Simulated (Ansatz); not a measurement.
# Calculations on ZrH2OClF3

**1. Relaxation**

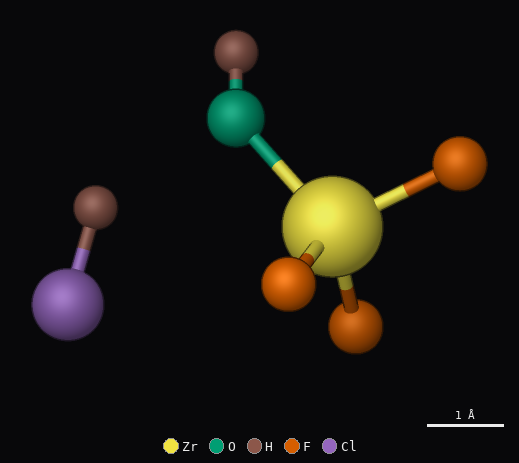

This is the input geometry for a relaxation of ZrH$_{2}$OClF$_{3}$. A ball-and-stick model, seen at a tilt.

The run prepares an end point of a later path (reaction) calculation, from a guessed geometry.

Computed with Ansatz 0.2.0, RKS B3LYP-D4/def2-SVP.

The input:
```yaml
crystal:
  periodic: [false, false, false]
  atoms:
    - { symbol: Zr, position_ang: [-0.128906, 0.101639, -0.052131] }
    - { symbol: O, position_ang: [-0.188434, -0.063124, 1.961171] }
    - { symbol: H, position_ang: [-0.726105, 0.20494, 2.715373] }
    - { symbol: F, position_ang: [1.652046, 0.368595, -0.675702] }
    - { symbol: F, position_ang: [-1.137376, 1.642267, -0.531297] }
    - { symbol: F, position_ang: [-0.982128, -1.370927, -0.909694] }
    - { symbol: Cl, position_ang: [1.725141, -2.727892, 1.483491] }
    - { symbol: H, position_ang: [1.108161, -1.823299, 2.246288] }
basis:
  gaussian: { orbitals: def2-SVP }
hamiltonian:
  xc: b3lyp
  dispersion: d4
relax:
  f_tol: 0.03
  max_steps: 50
output:
  orbitals: {}
```

Launched with:
```bash
ansatz run input.yaml --threads 4 --pin off --max-ram 5120MiB --backend cpu --events-out ev --progress --plain --runs-dir out
```

Question: What does the optimiser find from here?

Answer: After 8 geometry steps the energy has fallen by 16.0 kJ/mol. Largest force component: 1.5 eV/Å at the start, 0.015 eV/Å at the end. Cl7 moves most after the best rigid fit: 0.43 Å. By element the largest moves are Cl 0.43 Å, H 0.31 Å, F 0.25 Å, Zr 0.23 Å, O 0.10 Å. Near-neighbour distances that change, for instance: Zr1–Cl7 3.715 → 3.059 Å, Zr1–H8 3.243 → 2.770 Å, Zr1–O2 2.021 → 1.978 Å, Cl7–H8 1.334 → 1.317 Å. New bonds form, among them: Zr1–Cl7 (3.72 → 3.06 Å). Among the angles between lasting bonds that change: O2–Zr1–F5 107.5° → 102.0°, F4–Zr1–F5 107.4° → 103.3°, O2–Zr1–F4 111.4° → 115.1°. Groups turn about Zr1–O2 by about 20°. Cost: 22 s on 4 threads of Arm Neoverse V1, on a shared host, peak memory 0.29 GiB.

The structure at the end:

```xyz
8

Zr   -0.0220   -0.0784    0.0339
O    -0.1829   -0.1587    2.0033
H    -0.6124    0.2987    2.7349
F     1.7146    0.3801   -0.6214
F    -1.0690    1.4551   -0.3877
F    -0.9101   -1.4874   -0.9046
Cl    1.5229   -2.4181    1.2573
H     0.8813   -1.6590    2.1219
```

The end point in the same view:

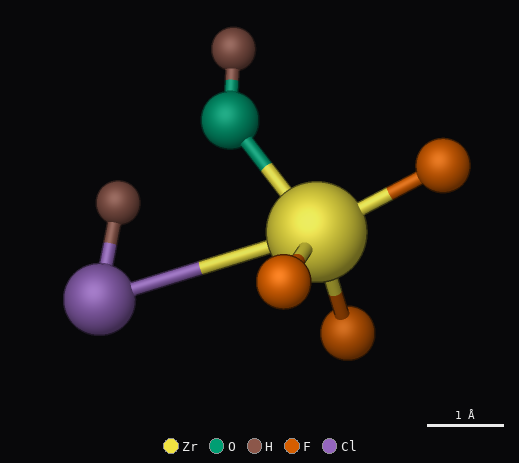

Limits of the set-up: the start holds two separate molecules, 2.2 Å apart at their closest, whose relative position is a soft coordinate.

**2. Relaxation**

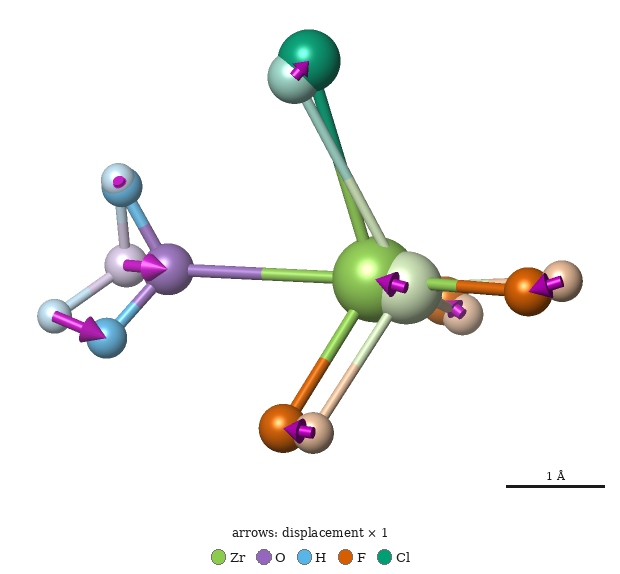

A relaxation of ZrH2OClF3. The starting structure is drawn faded, the final one solid; purple arrows show the displacements, at their true length. The two geometries are superimposed by the best rigid fit.

The picture is a ball-and-stick view, seen at a tilt.

The run prepares an end point of a later path (reaction) calculation, from a guessed geometry.

All numbers below come from RKS B3LYP-D4/def2-SVP (Ansatz).

Input
```yaml
crystal:
  periodic: [false, false, false]
  atoms:
    - { symbol: Zr, position_ang: [0.488919, -0.259069, -0.418294] }
    - { symbol: O, position_ang: [-0.556152, -0.302405, 2.659737] }
    - { symbol: H, position_ang: [-1.296041, -0.887746, 2.876157] }
    - { symbol: F, position_ang: [1.264206, -0.404434, -2.137527] }
    - { symbol: F, position_ang: [0.321287, 1.605532, -0.127537] }
    - { symbol: F, position_ang: [-1.192679, -1.12674, -0.565984] }
    - { symbol: Cl, position_ang: [2.047993, -1.445071, 1.10811] }
    - { symbol: H, position_ang: [0.244867, -0.847867, 2.842838] }
basis:
  gaussian: { orbitals: def2-SVP }
hamiltonian:
  xc: b3lyp
  dispersion: d4
relax:
  f_tol: 0.03
  max_steps: 50
```

Command:
```bash
ansatz run input.yaml --threads 4 --pin off --max-ram 5120MiB --backend cpu --events-out ev --progress --plain --runs-dir out
```

Question: What did the optimiser do to the structure, and how much energy did it gain?

Answer: The atom that moves furthest after the best rigid fit is H3 (0.61 Å). Largest moves by element: H 0.61 Å, O 0.54 Å, F 0.37 Å, Zr 0.35 Å, Cl 0.22 Å. Some distances before and after: Zr1–O2 3.251 → 2.372 Å, Zr1–H3 3.799 → 2.939 Å, Zr1–H8 3.323 → 2.939 Å, Zr1–Cl7 2.483 → 2.405 Å. New bonds form, among them: Zr1–O2 (3.25 → 2.37 Å). Bond angles that change, for instance: F6–Zr1–Cl7 112.7° → 121.2°, F4–Zr1–F6 104.9° → 98.6°, F4–Zr1–Cl7 105.3° → 99.5°. After 11 geometry steps the energy has fallen by 13.9 kcal/mol. Largest force component: 1.2 eV/Å at the start, 0.02 eV/Å at the end. The run took 29 s on 4 threads of Arm Neoverse V1 (shared host), peak memory 0.28 GiB.

Limits of the set-up: the start holds two separate molecules, 2.6 Å apart at their closest, whose relative position is a soft coordinate.

**3. Path**

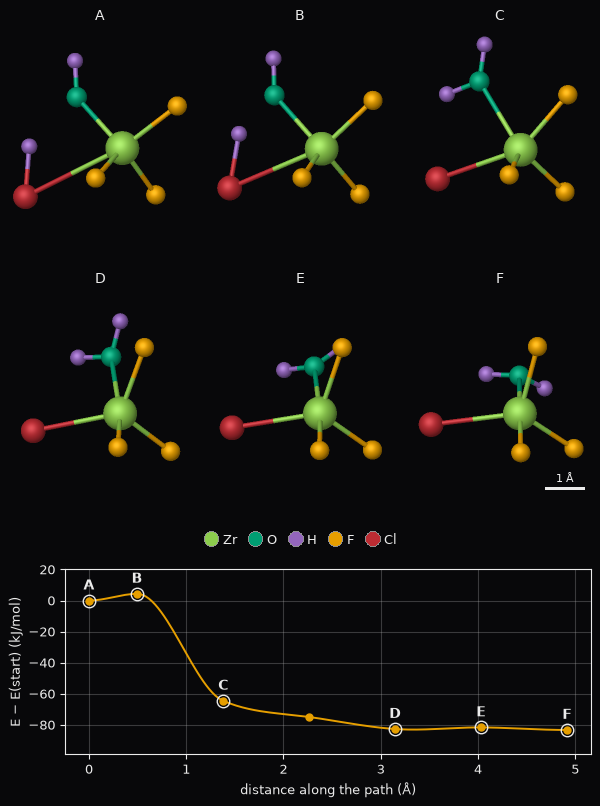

NEB run on ZrH$_{2}$OClF$_{3}$. Images are numbered from 0 (start) to 6 (end). Frames A to F are images 0, 1, 2, 4, 5, 6. A ball-and-stick model, seen at a tilt.

The calculation used RKS B3LYP-D4/def2-SVP (Ansatz). Set-up: 5 movable images; climbing image; force threshold 0.05 eV/Å; iteration limit 60; starting path through a guess of the saddle point.

Q: Describe the mechanism and the energy profile.

A: The energy climbs by 4.4 kJ/mol to image 1 and then falls by 87.6 kJ/mol, so the end point sits at −83.3 kJ/mol. The path has more than one stage, and so few images may leave a stage unresolved. Breaking: Cl–H (1.32 → 2.79 Å). Forming: H–O (1.84 → 0.97 Å). The band converged in 19 iterations. The largest component of the band force went from 6.2 to 0.049 eV/Å. The climbing image converged on the top of the path. Its vibrational analysis gives one imaginary mode (347i cm⁻¹), as a transition state must have.

The run took 3.5 min on 4 threads of Arm Neoverse V1 (shared host), peak memory 0.29 GiB.
